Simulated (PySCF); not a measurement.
# SiO (SMILES O=[Si]) at PBE/STO-3G

Aim: the energy change on altering one bond length of SiO at PBE/STO-3G, from 2 runs. The job is set up through a Python script.

Program for the calculation: PySCF 2.14.0.

32 further runs of the same task are left out: 14 that didn't finish, 18 set aside as unsound or not needed.

### Step 1. The system as given

The species is SiO (2 atoms), meant as a singlet with charge 0. SMILES: `O=[Si]`. The coordinates come from a PBE0-D4/def2-TZVP relaxation.

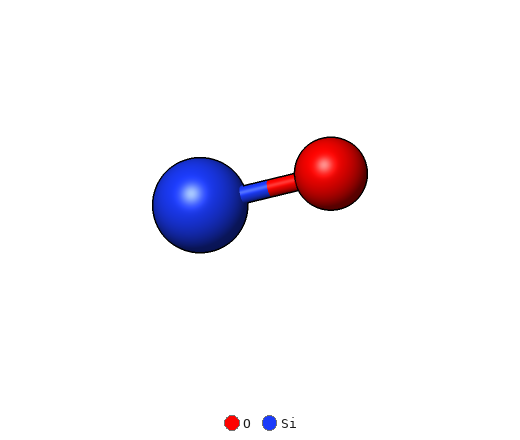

Viewed from a chosen angle; oxygen red, silicon blue.

### Step 2. The energy at PBE/STO-3G

Input file calc.py:

```python
from pyscf import gto, dft

mol = gto.M(
    atom='''
O   -0.640700   0.231500  -0.324000
Si   0.640700  -0.231500   0.324000
''',
    max_memory=1860,
    verbose=3,
    basis='sto-3g',
    charge=0,
)

ks = dft.RKS(mol, xc='pbe')
ks.grids.level = 5
ks.conv_tol = 1e-10
ks.kernel()
if not ks.converged:
    ks = ks.newton().run(ks.mo_coeff, ks.mo_occ)

e_final = ks.e_tot
print('E = %.10f Eh' % e_final)
```

The run is started by

```bash
OMP_NUM_THREADS=1 python calc.py
```

The log of the run:

```text
converged SCF energy = -360.055904333644
E = -360.0559043336 Eh
```

Wall time 1.4 s (1 thread of Arm Neoverse V1, shared host); peak memory 0.16 GiB.

### Step 3. The distorted shape

Input file calc.py:

```python
from pyscf import gto, dft

molecule = gto.M(
    atom='''
O   -1.281407   0.463003  -0.648004
Si   0.640700  -0.231500   0.324000
''',
    verbose=3,
    basis='sto-3g',
    max_memory=1860,
)

mf = dft.RKS(molecule, xc='pbe')
mf.conv_tol = 1e-10
mf.grids.level = 5
mf.kernel()
if not mf.converged:
    mf = mf.newton().run(mf.mo_coeff, mf.mo_occ)

etot = mf.e_tot
print('E(%s) = %.9f' % ('PBE', etot))
```

The run is started by

```bash
OMP_NUM_THREADS=1 python calc.py
```

The log of the run:

```text
converged SCF energy = -359.863403813283
E(PBE) = -359.863403813
```

It took 2.5 s on 1 thread of Arm Neoverse V1, shared host; peak memory 0.16 GiB.

### Step 4. What came out

Level: PBE/STO-3G.

| quantity | value |
| --- | --- |
| first shape: total energy | -360.05590 Eh |
| first shape: dipole moment | 1.08 D |
| first shape: HOMO energy | -2.92 eV |
| first shape: LUMO energy | 2.57 eV |
| first shape: HOMO–LUMO gap | 5.49 eV |
| distorted shape: total energy | -359.86340 Eh |
| distorted shape: dipole moment | 2.06 D |
| distorted shape: HOMO energy | -0.83 eV |
| distorted shape: LUMO energy | 0.75 eV |
| distorted shape: HOMO–LUMO gap | 1.58 eV |
| energy change with the O1–Si2 bond stretched from 1.509 to 2.263 Å | 5.238 eV |

With the O1–Si2 bond stretched from 1.509 to 2.263 Å the energy rises by 5.24 eV (121 kcal/mol). The first shape isn't relaxed at this level, so the change isn't measured from a minimum. A restricted reference can't describe the breaking bond well at this length. The minimal basis adds a large error of its own.
